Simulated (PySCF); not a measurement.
# What a change does: NMR shielding calculation on C3H7ClO2Si

System: C3H7ClO2Si.
Method of run 1: GIAO PBE0/pcSseg-1 NMR shielding, non-relativistic, IEF-PCM dimethylsulfoxide (PySCF 2.14.0).

The geometry comes from this level: PBE0-D3(BJ)/def2-SVP. Text and figures count atoms from 1; the logs count them from 0 in places.

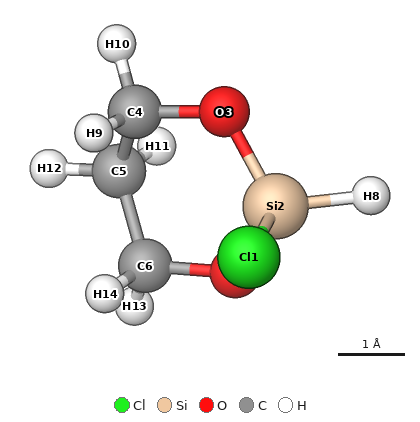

Fig. 1: The structure as given in the input (ball-and-stick view, seen at a tilt; atoms are numbered from 1 in the order of the input). Bond lengths as drawn: Cl–Si 2.07 Å, C–C 1.52 Å, C–H 1.10 to 1.11 Å, C–O 1.42 Å, H–Si 1.47 Å and O–Si 1.65 Å.

Input, run 1:
```
{"job": {"kind": "nmr", "xc": "PBE0", "basis": "pcSseg-1", "solvent": "dimethylsulfoxide", "pop": false}, "charge": 0, "multiplicity": 1}
Cl     2.756647     0.712040     1.408127
Si     1.819439    -0.229683    -0.173897
O      0.923342     0.878751    -1.005794
C     -0.372540     1.204688    -0.533686
C     -1.187746    -0.042490    -0.219001
C     -0.525718    -0.923159     0.832205
O      0.763548    -1.348310     0.424113
H      2.828382    -0.857743    -1.041301
H     -0.290073     1.842715     0.367391
H     -0.867236     1.804683    -1.312777
H     -1.319557    -0.627901    -1.144304
H     -2.191809     0.251998     0.127333
H     -1.128271    -1.825790     1.016030
H     -0.450606    -0.379374     1.793626
```

The first line tells a small driver script what to run in PySCF; the rest is the geometry in Å.

Command:
```bash
OMP_NUM_THREADS=1 python <driver script> task.json out
```

Hardware: 1 CPU thread, shared host.

Output (run 1):
```
coarse grid: 13024 points
cycle   1  E = -1017.9790111565  dE =  9.620e-01  |g| = 8.656e-01  |ddm| = 3.387e+00
cycle   2  E = -1017.8319245456  dE =  1.471e-01  |g| = 1.261e+00  |ddm| = 1.477e+00
cycle   3  E = -1018.1114407489  dE = -2.795e-01  |g| = 9.463e-02  |ddm| = 9.456e-01
cycle   4  E = -1018.1131273357  dE = -1.687e-03  |g| = 3.301e-02  |ddm| = 1.075e-01
cycle   5  E = -1018.1133588154  dE = -2.315e-04  |g| = 4.640e-03  |ddm| = 3.234e-02
cycle   6  E = -1018.1133629278  dE = -4.112e-06  |g| = 1.586e-03  |ddm| = 4.732e-03
final grid: 117320 points
cycle   7  E = -1018.1747552035  dE = -2.332e-05  |g| = 1.282e-02  |ddm| = 2.195e-02
cycle   8  E = -1018.1747243741  dE =  3.083e-05  |g| = 1.835e-02  |ddm| = 1.875e-02
cycle   9  E = -1018.1747854798  dE = -6.111e-05  |g| = 1.198e-03  |ddm| = 1.132e-02
cycle  10  E = -1018.1747857681  dE = -2.883e-07  |g| = 2.338e-04  |ddm| = 1.053e-03
cycle  11  E = -1018.1747857797  dE = -1.157e-08  |g| = 2.439e-05  |ddm| = 1.987e-04
cycle  12  E = -1018.1747857798  dE = -1.035e-10  |g| = 7.369e-06  |ddm| = 2.965e-05
converged SCF energy = -1018.1747857798

GIAO shielding tensors (ppm)
atom      isotropic    diamagn.    paramagn.     s11        s22        s33       span
  0 Cl     881.924    1148.813    -266.889    738.617    871.487   1035.668    297.052
  1 Si     382.865     878.891    -496.026    353.871    395.225    399.500     45.629
  2 O      262.018     396.913    -134.895    192.506    285.818    307.730    115.224
  3 C      118.427     245.068    -126.641     93.051    107.767    154.464     61.413
  4 C      150.684     250.402     -99.719    139.775    152.668    159.608     19.833
  5 C      118.396     245.042    -126.646     93.000    107.723    154.465     61.465
  6 O      261.991     396.948    -134.957    192.322    285.940    307.710    115.389
  7 H       26.296      27.030      -0.734     21.720     23.861     33.305     11.584
  8 H       26.851      30.209      -3.358     22.772     25.961     31.821      9.049
  9 H       27.087      28.481      -1.395     22.189     26.135     32.936     10.747
 10 H       28.952      30.582      -1.630     25.392     27.361     34.103      8.711
 11 H       29.776      29.752       0.024     25.979     26.641     36.709     10.730
 12 H       27.087      28.514      -1.427     22.192     26.136     32.934     10.742
 13 H       26.852      30.224      -3.372     22.766     25.965     31.824      9.058
```

The input of run 2 differs as follows (lines with − go, lines with + come):
```diff
-"solvent": "dimethylsulfoxide"
-"pop": false
+"solvent": "chloroform"
+"pop": true
```

Predict how the results change.

The total energy of run 2 is 1.3 kcal/mol higher: the change of the electrostatic solvation energy at this fixed geometry, without cavity or dispersion terms. The dipole moment goes from 3.51 to 3.32 D. Of all shieldings, the largest change is that of Cl1, by −1.5 ppm. The number of SCF iterations is the same.

Output (run 2):
```
coarse grid: 13024 points
cycle   1  E = -1017.9755107684  dE =  9.654e-01  |g| = 8.686e-01  |ddm| = 3.387e+00
cycle   2  E = -1017.8236255849  dE =  1.519e-01  |g| = 1.273e+00  |ddm| = 1.511e+00
cycle   3  E = -1018.1092525153  dE = -2.856e-01  |g| = 9.630e-02  |ddm| = 9.706e-01
cycle   4  E = -1018.1109986468  dE = -1.746e-03  |g| = 3.422e-02  |ddm| = 1.115e-01
cycle   5  E = -1018.1112503406  dE = -2.517e-04  |g| = 4.753e-03  |ddm| = 3.438e-02
cycle   6  E = -1018.1112547477  dE = -4.407e-06  |g| = 1.555e-03  |ddm| = 5.020e-03
final grid: 117320 points
cycle   7  E = -1018.1726544056  dE = -2.325e-05  |g| = 1.282e-02  |ddm| = 2.192e-02
cycle   8  E = -1018.1726229109  dE =  3.149e-05  |g| = 1.843e-02  |ddm| = 1.888e-02
cycle   9  E = -1018.1726846391  dE = -6.173e-05  |g| = 1.204e-03  |ddm| = 1.150e-02
cycle  10  E = -1018.1726849303  dE = -2.912e-07  |g| = 2.424e-04  |ddm| = 1.080e-03
cycle  11  E = -1018.1726849428  dE = -1.246e-08  |g| = 2.540e-05  |ddm| = 2.077e-04
cycle  12  E = -1018.1726849429  dE = -1.112e-10  |g| = 7.740e-06  |ddm| = 3.159e-05
converged SCF energy = -1018.1726849429

GIAO shielding tensors (ppm)
atom      isotropic    diamagn.    paramagn.     s11        s22        s33       span
  0 Cl     880.429    1148.744    -268.315    736.379    870.277   1034.633    298.254
  1 Si     382.878     878.846    -495.968    353.882    395.020    399.732     45.851
  2 O      261.399     396.608    -135.209    191.516    285.280    307.400    115.884
  3 C      118.581     244.890    -126.309     93.546    108.041    154.156     60.610
  4 C      150.645     250.521     -99.876    139.815    152.637    159.482     19.667
  5 C      118.552     244.863    -126.311     93.498    107.996    154.161     60.663
  6 O      261.362     396.642    -135.280    191.319    285.392    307.373    116.054
  7 H       26.331      27.093      -0.763     21.752     23.904     33.336     11.583
  8 H       26.908      30.243      -3.335     22.829     26.023     31.873      9.044
  9 H       27.125      28.494      -1.370     22.229     26.179     32.966     10.738
 10 H       28.963      30.602      -1.639     25.429     27.353     34.107      8.678
 11 H       29.884      29.898      -0.014     26.116     26.787     36.751     10.635
 12 H       27.125      28.527      -1.402     22.231     26.179     32.965     10.733
 13 H       26.909      30.258      -3.349     22.823     26.028     31.875      9.052
```

The two runs side by side:

| quantity | run 1 | run 2 |
| --- | --- | --- |
| outcome | converged | converged |
| total energy (hartree) | −1018.174786 | −1018.172685 |
| HOMO (eV) | −8.31 | −8.32 |
| LUMO (eV) | 1.11 | 1.13 |
| dipole moment (D) | 3.51 | 3.32 |
| shielding of Cl1 (ppm) | 881.9 | 880.4 |
| shielding of O3 (ppm) | 262.0 | 261.4 |
| shielding of C4 (ppm) | 118.4 | 118.6 |
| shielding of C6 (ppm) | 118.4 | 118.6 |
| shielding of O7 (ppm) | 262.0 | 261.4 |
| shielding of H9 (ppm) | 26.9 | 26.9 |
| shielding of H12 (ppm) | 29.8 | 29.9 |
| SCF iterations | 12 | 12 |
| basis functions | 168 | 168 |
| wall time (shared host) | 20 s | 21 s |
